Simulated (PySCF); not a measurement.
## Electronic structure of C5H6F2OSi in real space

```xyz
15

F    -3.0127   -0.9447   -0.2946
C    -2.3837    0.1389    0.2483
C    -0.8811    0.0416    0.1098
C    -0.2481   -0.9505   -0.5187
Si    1.6097   -1.0012   -0.6292
F     2.0978   -0.9627   -2.1738
C     1.9869    0.6124    0.2244
C     1.0071    1.3602    0.7304
O    -0.3246    1.1212    0.7249
H    -2.6660    0.1850    1.3068
H    -2.7617    1.0294   -0.2680
H    -0.8665   -1.7207   -0.9520
H     2.2615   -2.1905   -0.1006
H     2.9920    0.9871    0.3338
H     1.1852    2.3026    1.2365
```

Geometry: GFN2-xTB.

The calculation used CAM-B3LYP/def2-SVPD, SCF density, gas phase (PySCF 2.14.0).

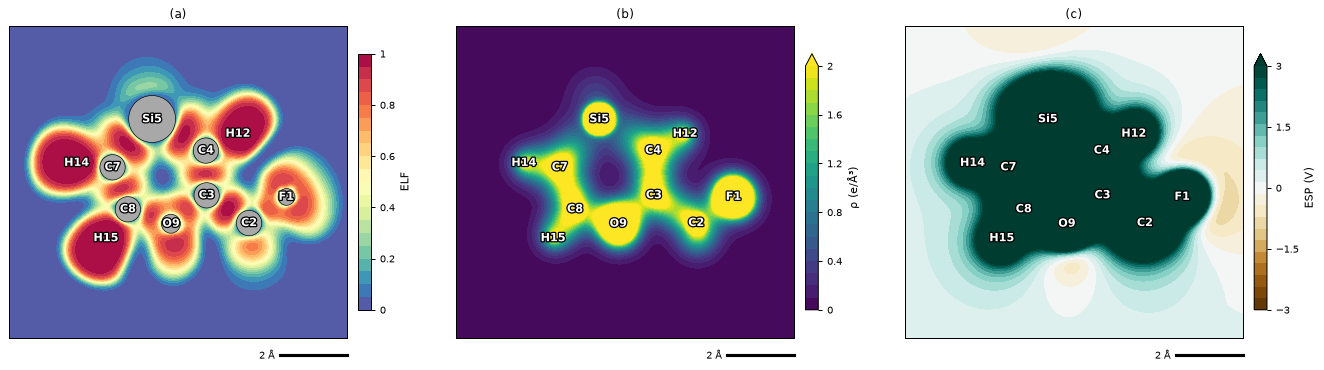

Figure 1. (a) electron localisation function; (b) total electron density; (c) electrostatic potential on the plane of atoms C3, O9 and C8. Grey discs cover the atomic cores in the ELF map.

### What does the map show?

The plane passes through F, C, Si, O and H nuclei.
C–C (1.33 Å): ρ is about 2.3 e/Å³ halfway; the ELF peaks at about 0.95 between the atoms; a multiple bond.
C–O (1.35 Å): ρ at the midpoint is about 2.3 e/Å³, with its minimum of 1.9 e/Å³ about 0.5 Å from C; the ELF peaks at about 0.90 between the atoms, as expected for a polar covalent bond.
C–F (1.37 Å): ρ is about 2.2 e/Å³ halfway, with its minimum of 1.6 e/Å³ about 0.5 Å from C; the ELF peaks at about 0.85 between the atoms; a polar covalent bond.
C–Si (1.86 Å): ρ is about 0.99 e/Å³ halfway; the ELF peaks at about 0.95 between the atoms; localised, covalent bonding.
C–H (1.08 Å): ρ at the midpoint is about 2 e/Å³; the ELF climbs to about 1 towards the hydrogen, as it does in any bond to H (a covalent bond by its length).
The ELF also peaks beside O9 and F1, away from the bonds: lone-pair regions.
Outside the dense part of the molecule the potential is most negative (−0.9 V) near F1.

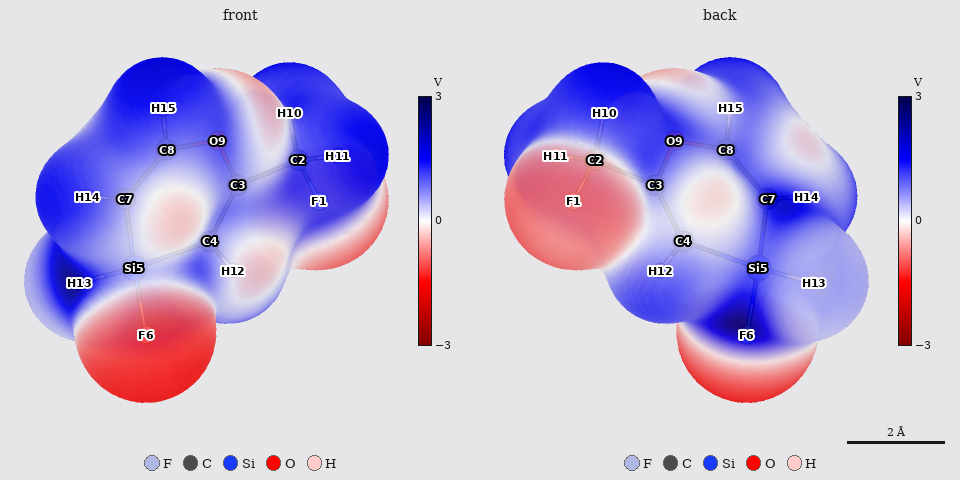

Figure 2. The electrostatic potential painted on the density surface at 0.004 e/bohr³, seen from the front and from behind; red is negative and blue positive.

### Which sites attract a positive test charge, and which a negative one?

A positive charge is drawn to the negative regions and a negative charge to the positive ones. The most negative region (about −1.3 V, or −30 kcal/mol for a unit charge) lies over F6, the most positive (about +2.4 V, or +55 kcal/mol for a unit charge) over Si5.
